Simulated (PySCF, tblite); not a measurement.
# C₅H₁₂SSi: geometry, infrared bands and NMR shifts

What infrared bands and NMR shifts should C₅H₁₂SSi (`C[C@@H]1CS[Si@@H](C)C1`) show?

The runs use tblite 0.8.0 and PySCF 2.14.0, with density-fitted response routines of our own; the level of theory stands in each step. All values are computed, except where a source is named. Atoms are numbered from 0 throughout.

## Step 1: Starting geometry

19 atoms, charge 0, multiplicity 1; geometry from: force field or distance geometry start.

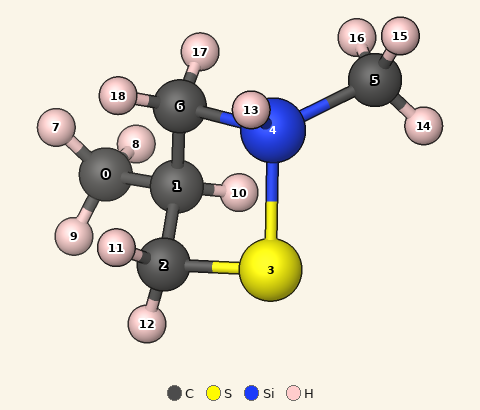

The starting geometry (carbon dark grey, sulfur yellow, silicon blue, hydrogen pink), atoms numbered; sticks join atoms by distance.

## Step 2: Optimising the geometry with GFN2-xTB

Job settings and geometry (Å):

```
{"job": {"kind": "relax", "xc": "GFN2-xTB", "basis": "xTB"}, "charge": 0, "multiplicity": 1}
C     -2.250200     0.757200     0.025900
C     -0.969800     0.102100    -0.363500
C     -1.122400    -1.367900    -0.706600
S      0.517000    -1.695500    -1.440300
Si     1.555200    -0.648600     0.158200
C      2.746700     0.602100    -0.500300
C     -0.000200     0.176400     0.819700
H     -2.379800     0.782800     1.125100
H     -2.172200     1.825900    -0.295700
H     -3.139600     0.296800    -0.448800
H     -0.546800     0.647800    -1.225600
H     -1.178300    -1.956100     0.227800
H     -1.952600    -1.558600    -1.402800
H      2.120700    -1.571300     1.128200
H      2.855100     0.613500    -1.593800
H      3.715400     0.487500     0.048900
H      2.337800     1.612900    -0.229800
H      0.242900     1.229900     0.958200
H     -0.388600    -0.327500     1.723000
```

Command:

```sh
$ OMP_NUM_THREADS=1 python probes_run.py task.json out
```

This one command runs all jobs of the session in turn.

Output:

```text
step      E/eV     max force
  0    -593.24918    2.006
  1    -593.42589    0.755
  2    -593.52820    0.685
  3    -593.59007    0.667
  4    -593.63493    0.370
  5    -593.65254    0.318
  6    -593.66926    0.365
  7    -593.68472    0.350
  8    -593.69786    0.259
  9    -593.70804    0.232
 10    -593.71654    0.251
 11    -593.72499    0.229
 12    -593.73267    0.235
 13    -593.73853    0.176
 14    -593.74388    0.176
 15    -593.75040    0.261
 16    -593.75856    0.330
 17    -593.76738    0.296
 18    -593.77499    0.197
 19    -593.78050    0.209
 20    -593.78566    0.215
 21    -593.79297    0.243
 22    -593.80185    0.250
 23    -593.80931    0.247
 24    -593.81426    0.169
 25    -593.81840    0.183
 26    -593.82248    0.154
 27    -593.82680    0.186
 28    -593.83098    0.135
 29    -593.83509    0.187
 30    -593.83951    0.176
 31    -593.84417    0.199
 32    -593.84799    0.139
 33    -593.85003    0.127
 34    -593.85257    0.155
 35    -593.85563    0.140
 36    -593.85915    0.188
 37    -593.86200    0.134
 38    -593.86397    0.104
 39    -593.86541    0.080
 40    -593.86665    0.093
 41    -593.86776    0.097
 42    -593.86875    0.089
 43    -593.86953    0.065
 44    -593.87020    0.057
 45    -593.87083    0.068
 46    -593.87140    0.073
 47    -593.87187    0.063
 48    -593.87226    0.049
 49    -593.87267    0.048
 50    -593.87314    0.071
 51    -593.87366    0.063
 52    -593.87417    0.065
 53    -593.87481    0.074
 54    -593.87556    0.072
 55    -593.87632    0.074
 56    -593.87696    0.056
 57    -593.87748    0.046
 58    -593.87795    0.052
 59    -593.87837    0.051
 60    -593.87873    0.033
 61    -593.87902    0.028
 62    -593.87928    0.039
 63    -593.87949    0.034
 64    -593.87965    0.030
 65    -593.87978    0.021
 66    -593.87988    0.033
 67    -593.87999    0.031
 68    -593.88007    0.019
 69    -593.88011    0.012
 70    -593.88014    0.015
 71    -593.88017    0.013
 72    -593.88019    0.010
 73    -593.88021    0.011
 74    -593.88024    0.014
 75    -593.88026    0.019
 76    -593.88029    0.016
 77    -593.88033    0.013
 78    -593.88037    0.013
 79    -593.88042    0.022
 80    -593.88048    0.027
 81    -593.88053    0.020
 82    -593.88057    0.013
 83    -593.88060    0.015
 84    -593.88064    0.016
 85    -593.88069    0.018
 86    -593.88073    0.014
 87    -593.88079    0.020
 88    -593.88088    0.030
 89    -593.88100    0.033
 90    -593.88113    0.026
 91    -593.88123    0.019
 92    -593.88130    0.019
 93    -593.88138    0.027
 94    -593.88149    0.033
 95    -593.88162    0.031
 96    -593.88175    0.030
 97    -593.88186    0.027
 98    -593.88199    0.029
 99    -593.88213    0.031
100    -593.88228    0.028
101    -593.88239    0.023
102    -593.88249    0.021
103    -593.88263    0.032
104    -593.88283    0.035
105    -593.88304    0.027
106    -593.88311    0.054
107    -593.88327    0.029
108    -593.88333    0.027
109    -593.88345    0.020
110    -593.88354    0.014
111    -593.88364    0.019
112    -593.88369    0.018
113    -593.88375    0.017
114    -593.88382    0.018
115    -593.88392    0.019
116    -593.88402    0.021
117    -593.88410    0.031
118    -593.88417    0.026
119    -593.88427    0.024
120    -593.88449    0.024
121    -593.88465    0.029
122    -593.88485    0.042
123    -593.88503    0.045
124    -593.88533    0.049
125    -593.88587    0.081
126    -593.88654    0.081
127    -593.88797    0.071
128    -593.88875    0.076
129    -593.88973    0.144
130    -593.89143    0.143
131    -593.89329    0.113
132    -593.89451    0.259
133    -593.89603    0.110
134    -593.89725    0.056
135    -593.89810    0.092
136    -593.89905    0.129
137    -593.89999    0.103
138    -593.90058    0.075
139    -593.90122    0.065
140    -593.90183    0.079
141    -593.90225    0.072
142    -593.90254    0.054
143    -593.90284    0.061
144    -593.90329    0.063
145    -593.90385    0.112
146    -593.90443    0.065
147    -593.90493    0.081
148    -593.90552    0.054
149    -593.90598    0.048
150    -593.90688    0.079
151    -593.90732    0.065
152    -593.90776    0.066
153    -593.90809    0.044
154    -593.90857    0.037
155    -593.90906    0.039
156    -593.90955    0.044
157    -593.90978    0.043
158    -593.90979    0.067
159    -593.91005    0.023
160    -593.91011    0.017
161    -593.91018    0.012
162    -593.91020    0.010
```

It took 2.1 s on 1 thread of Arm Neoverse N1, shared host; peak memory 0.18 GiB.

Along the way: (not every step is listed)

```tsv
step	energy from step 0 (eV)	largest force (eV/Å)
0	0.0000	2.0064
1	-0.1767	0.7554
2	-0.2790	0.6851
3	-0.3409	0.6672
4	-0.3858	0.3695
5	-0.4034	0.3182
6	-0.4201	0.3654
7	-0.4355	0.3502
8	-0.4487	0.2593
22	-0.5527	0.2502
36	-0.6100	0.1879
50	-0.6240	0.0707
64	-0.6305	0.0298
78	-0.6312	0.0134
92	-0.6321	0.0194
106	-0.6339	0.0537
120	-0.6353	0.0242
134	-0.6481	0.0561
148	-0.6563	0.0538
157	-0.6606	0.0427
158	-0.6606	0.0675
159	-0.6609	0.0233
160	-0.6609	0.0169
161	-0.6610	0.0116
162	-0.6610	0.0099
```

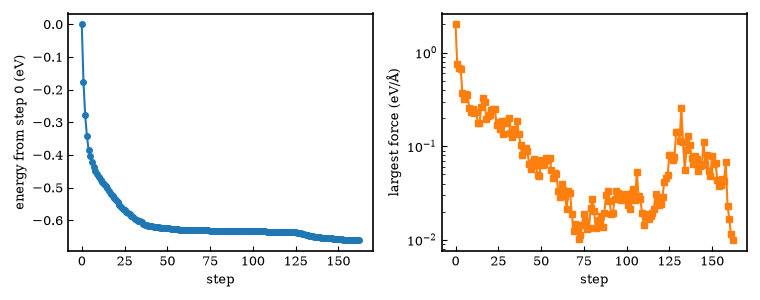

Energy and force, step by step.

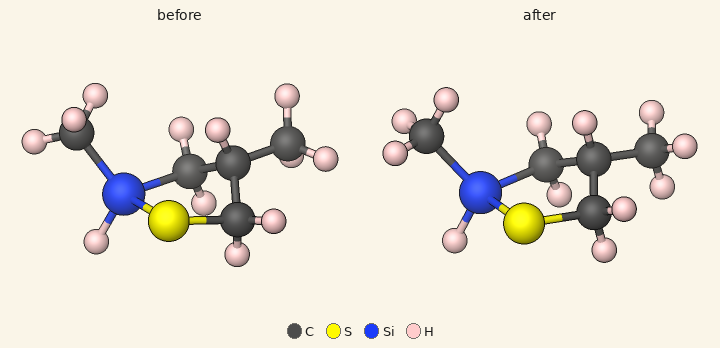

The geometry before (left) and after (right).

Distances of close pairs at the start and the end, largest changes first:

```tsv
bond	before (Å)	after (Å)	change (Å)
Si4–C5	1.849	1.894	+0.045
C5–H16	1.123	1.087	-0.037
C0–C1	1.490	1.526	+0.036
C5–H15	1.119	1.085	-0.035
C0–H8	1.119	1.088	-0.031
Si4–C6	1.881	1.907	+0.027
S3–Si4	2.175	2.153	-0.021
C0–H9	1.108	1.088	-0.020
```

The next job starts from the end point, and lists it.

## Step 3: Harmonic vibrations with GFN2-xTB

Job settings and geometry (Å):

```
{"job": {"kind": "ir", "xc": "GFN2-xTB", "basis": "xTB"}, "charge": 0, "multiplicity": 1}
C     -2.414739     0.656244     0.218168
C     -1.044415     0.226660    -0.297623
C     -1.088531    -1.210625    -0.797634
S      0.565077    -1.731594    -1.373791
Si     1.573918    -0.602291     0.157179
C      2.924878     0.495636    -0.587934
C      0.036150     0.338781     0.779722
H     -2.724896     0.021358     1.046025
H     -2.380739     1.685538     0.567825
H     -3.161637     0.584820    -0.569547
H     -0.766149     0.867792    -1.141928
H     -1.392135    -1.892114    -0.001946
H     -1.764695    -1.328039    -1.642835
H      2.098676    -1.521737     1.169818
H      3.660756    -0.108394    -1.109197
H      3.439833     1.051192     0.188683
H      2.520051     1.208537    -1.301307
H      0.239451     1.385107     1.003065
H     -0.330659    -0.117620     1.700959
```

Output:

```text
mode    cm-1     km/mol
  1      61.3      0.92
  2     108.4      0.06
  3     134.7      0.87
  4     159.5      4.80
  5     198.1      5.97
  6     216.2      0.17
  7     291.9      0.51
  8     326.7     14.25
  9     420.1      1.57
 10     422.6      3.80
 11     499.4     45.81
 12     592.9    114.76
 13     635.5     90.96
 14     716.0     32.31
 15     746.5      1.04
 16     768.5      3.25
 17     806.1    101.31
 18     828.7    145.30
 19     835.1    133.45
 20     878.2     15.05
 21     900.7      1.26
 22     977.2      3.93
 23    1021.3     12.17
 24    1070.0      6.05
 25    1093.9      6.30
 26    1150.5     17.88
 27    1219.3      4.55
 28    1228.6     16.38
 29    1240.5      1.70
 30    1325.5      0.75
 31    1332.3      7.08
 32    1367.1     18.00
 33    1412.6      2.47
 34    1461.3      0.83
 35    1469.8      0.62
 36    1477.9      0.62
 37    1482.1      0.53
 38    1499.3      1.37
 39    1500.6      3.79
 40    2238.8    288.12
 41    2927.8     26.59
 42    2969.0      0.24
 43    2973.2     62.97
 44    3001.1     19.24
 45    3007.1      9.10
 46    3025.6     42.83
 47    3030.5     39.58
 48    3031.7     15.00
 49    3037.4     26.25
 50    3050.0     14.20
 51    3051.6     27.27
```

Run time: 1.3 s. Hardware: 1 thread of Arm Neoverse N1, shared host; peak memory 0.18 GiB.

The strongest bands and the atoms that carry them (share of the mass-weighted mode):

```tsv
cm⁻¹	km/mol	atoms
499	45.8	S3 50 %, Si4 37 %
593	114.8	H13 90 %
636	91.0	H13 84 %
806	101.3	Si4 23 %, C5 16 %, H18 14 %, C6 13 %
829	145.3	H15 41 %, C5 15 %, H16 15 %, H14 13 %
835	133.4	H14 28 %, H16 21 %, Si4 17 %, C5 15 %
2239	288.1	H13 97 %
2973	63.0	H18 54 %, H11 34 %
```

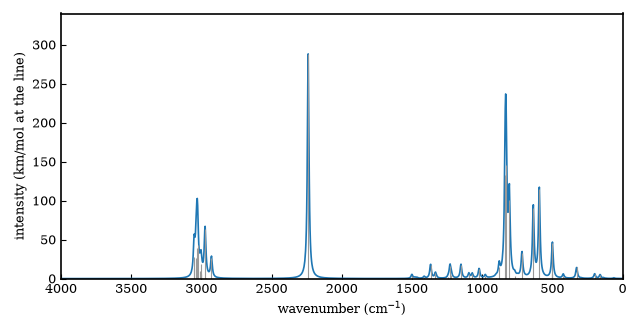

The infrared spectrum from these modes, unscaled. Lines are broadened to a width of 14 cm⁻¹ (Lorentzian).

## Step 4: Nuclear shieldings: PBE0/pcSseg-1

Same as in step 3 but for these lines:

```diff
@@ -1,2 +1,2 @@
-{"job": {"kind": "ir", "xc": "GFN2-xTB", "basis": "xTB"}, "charge": 0, "multiplicity": 1}
+{"job": {"kind": "nmr", "xc": "PBE0", "basis": "pcSseg-1"}, "charge": 0, "multiplicity": 1}
 C     -2.414739     0.656244     0.218168
```

With the program's defaults for keys left out, this is: GIAO PBE0/pcSseg-1 NMR shielding, non-relativistic, gas phase.

Output:

```text
coarse grid: 16120 points
cycle   1  E = -884.8298155274  dE =  5.948e-01  |g| = 4.679e-01  |ddm| = 3.857e+00
cycle   2  E = -884.8225391196  dE =  7.276e-03  |g| = 5.065e-01  |ddm| = 9.267e-01
cycle   3  E = -884.8890166726  dE = -6.648e-02  |g| = 4.304e-02  |ddm| = 4.897e-01
cycle   4  E = -884.8893896029  dE = -3.729e-04  |g| = 2.570e-02  |ddm| = 9.886e-02
cycle   5  E = -884.8895574084  dE = -1.678e-04  |g| = 4.616e-03  |ddm| = 3.469e-02
cycle   6  E = -884.8895621816  dE = -4.773e-06  |g| = 1.687e-03  |ddm| = 5.998e-03
final grid: 144176 points
cycle   7  E = -884.9342682444  dE = -3.949e-05  |g| = 9.830e-03  |ddm| = 3.444e-02
cycle   8  E = -884.9342519400  dE =  1.630e-05  |g| = 1.252e-02  |ddm| = 2.156e-02
cycle   9  E = -884.9342927076  dE = -4.077e-05  |g| = 8.432e-04  |ddm| = 1.351e-02
cycle  10  E = -884.9342928836  dE = -1.760e-07  |g| = 2.721e-04  |ddm| = 1.390e-03
cycle  11  E = -884.9342929015  dE = -1.792e-08  |g| = 5.059e-05  |ddm| = 2.755e-04
cycle  12  E = -884.9342929021  dE = -6.212e-10  |g| = 1.788e-05  |ddm| = 7.941e-05
converged SCF energy = -884.9342929021

GIAO shielding tensors (ppm)
atom      isotropic    diamagn.    paramagn.     s11        s22        s33       span
  0 C      162.847     245.839     -82.992    147.118    153.059    188.365     41.247
  1 C      145.307     248.409    -103.102    127.983    141.221    166.717     38.733
  2 C      141.075     251.929    -110.854    102.258    150.695    170.272     68.014
  3 S      641.652    1058.434    -416.782    497.722    581.659    845.575    347.853
  4 Si     333.561     879.850    -546.289    281.589    341.558    377.537     95.948
  5 C      186.707     252.747     -66.041    179.445    185.453    195.222     15.776
  6 C      161.220     254.126     -92.906    140.362    156.999    186.299     45.938
  7 H       31.007      30.179       0.828     27.336     28.930     36.755      9.420
  8 H       30.311      29.687       0.624     25.390     28.080     37.464     12.074
  9 H       30.359      29.198       1.161     25.350     27.876     37.853     12.503
 10 H       30.006      33.749      -3.743     26.059     29.222     34.736      8.677
 11 H       29.413      32.415      -3.002     23.434     28.908     35.898     12.464
 12 H       29.000      31.790      -2.790     22.390     28.436     36.174     13.784
 13 H       26.514      28.974      -2.460     22.734     24.102     32.706      9.972
 14 H       31.230      27.946       3.284     26.373     28.752     38.564     12.191
 15 H       31.532      29.168       2.364     26.724     28.233     39.639     12.915
 16 H       31.404      31.592      -0.188     26.696     30.251     37.265     10.569
 17 H       30.711      33.537      -2.827     26.116     28.915     37.101     10.985
 18 H       31.192      33.312      -2.120     26.611     29.783     37.183     10.572
```

Run time: 54 s. Hardware: 1 thread of Arm Neoverse N1, shared host; peak memory 0.86 GiB.

Shifts follow as δ = σ(reference) − σ, with reference shieldings (ppm) from runs at the same level and on the same kind of geometry: ¹H TMS 31.72, ¹³C TMS 186.9, ²⁹Si TMS 349.2, ³³S CS2 504. The references are single molecules in the gas phase. Atoms listed in one row are averaged.

```tsv
atoms	environment	σ (ppm)	δ (ppm)	δ scaled to CDCl3
C2	sp3 CH2 bonded to S	141.1	45.9	38.4
C1	sp3 CH in a ring	145.3	41.6	38.7
C6	sp3 CH2 bonded to Si	161.2	25.7	23.2
C0	methyl carbon	162.8	24.1	21.6
C5	methyl carbon bonded to Si	186.7	0.2	-1.7
H13	hydrogen on a silicon bonded to 2 C, S, in a 5-membered ring	26.51	5.20	–
H12	hydrogen on an sp3 CH2 bonded to S	29.00	2.72	2.67
H11	hydrogen on an sp3 CH2 bonded to S	29.41	2.30	2.28
H10	hydrogen on an sp3 CH in a ring	30.01	1.71	1.72
H7, H8, H9	hydrogen on a methyl carbon	30.56	1.16	1.20
H17	hydrogen on an sp3 CH2 bonded to Si	30.71	1.01	1.05
H18	hydrogen on an sp3 CH2 bonded to Si	31.19	0.52	0.60
H14, H15, H16	hydrogen on a methyl carbon bonded to Si	31.39	0.33	0.41
S3	sulfur bonded to C, Si, in a 5-membered ring	642	-138	–
Si4	silicon bonded to 2 C, S, H, in a 5-membered ring	333.6	15.6	–
```

The scaled column applies a straight-line fit of computed shieldings to shifts measured in CDCl3, with any fitted terms for Cl, Br or S neighbours (root-mean-square error 0.16 ppm for H, 1.9 ppm for C).

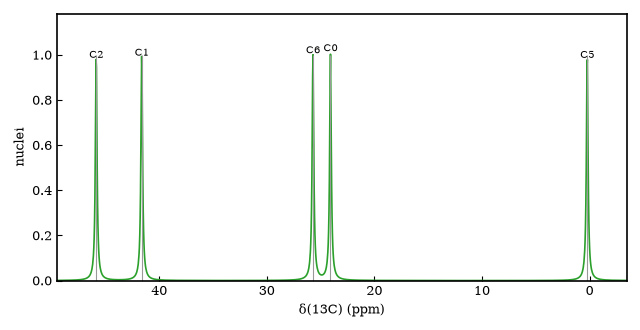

¹³C lines at the computed shifts, without couplings. Lines are broadened to a width of 0.18 ppm (Lorentzian).

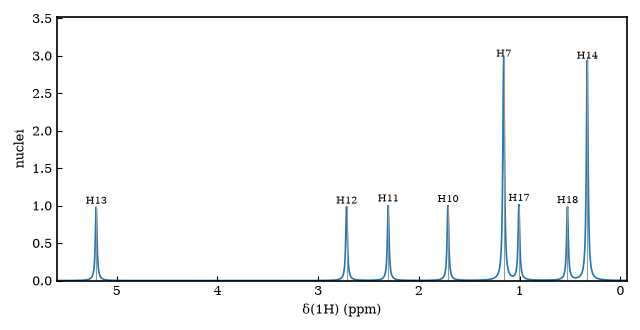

¹H lines at the computed shifts, without couplings. Lines are broadened to a width of 0.02 ppm (Lorentzian).

The run also stored atomic charges by several schemes (e):

```tsv
atoms	Mulliken	IAO	Hirshfeld	ESP fit
C0	-0.19	-0.42	-0.12	-0.59
C1	-0.38	-0.09	-0.02	0.41
C2	-0.25	-0.33	-0.07	-0.42
S3	-0.29	-0.22	-0.12	-0.37
Si4	0.78	0.84	0.35	0.81
C5	-0.61	-0.72	-0.21	-0.72
C6	-0.47	-0.54	-0.16	-0.63
```

Hirshfeld charges:

C0 -0.12; C1 -0.02; C2 -0.07; S3 -0.12; Si4 0.35; C5 -0.21; C6 -0.16; H7 0.04; H8 0.04; H9 0.04; H10 0.03; H11 0.04; H12 0.04; H13 -0.09; H14 0.05; H15 0.04; H16 0.04; H17 0.04; H18 0.04

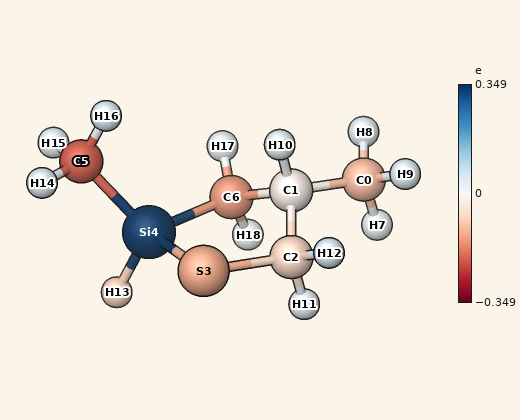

Hirshfeld charges, as colours on the atoms.

Mayer bond orders: C0–C1 1.03, C1–C2 0.99, C2–S3 1.00, S3–Si4 0.97, Si4–C5 0.97, Si4–C6 0.89, C6–C1 1.01.

Ring of atoms C1, C2, S3, Si4, C6: NICS(0) -6.8, NICS(1) -4.4, NICS(1)zz -1.8 ppm (means of both faces).

## Step 5: Summary of results

```
                                                              quantity                                               value
                             strongest single infrared mode (GFN2-xTB)                               2239 cm⁻¹, 288 km/mol
                                          zero-point energy (GFN2-xTB)                                       99.0 kcal/mol
                                ¹³C shifts against TMS (PBE0/pcSseg-1)                     45.9, 41.6, 25.7, 24.1, 0.2 ppm
¹H shifts against TMS (PBE0/pcSseg-1, means over atoms taken as alike)  5.20, 2.72, 2.30, 1.71, 1.16, 1.01, 0.52, 0.33 ppm
                                ³³S shifts against CS2 (PBE0/pcSseg-1)                                            -138 ppm
                               ²⁹Si shifts against TMS (PBE0/pcSseg-1)                                            15.6 ppm
```

**Reading.** Relaxing lowered the energy by 0.661 eV in 162 steps; the close pair that moved most is Si4–C5, from 1.849 to 1.894 Å. No mode is imaginary among the 51: a minimum at this level. The strongest single mode, at 2239 cm⁻¹, moves mainly H13. Unscaled tight-binding wavenumbers are off by several per cent, some by more. Its intensities can rank the bands wrongly. At PBE0/pcSseg-1: The largest span, 348 ppm, is at S3, where the paramagnetic term is -417 ppm.
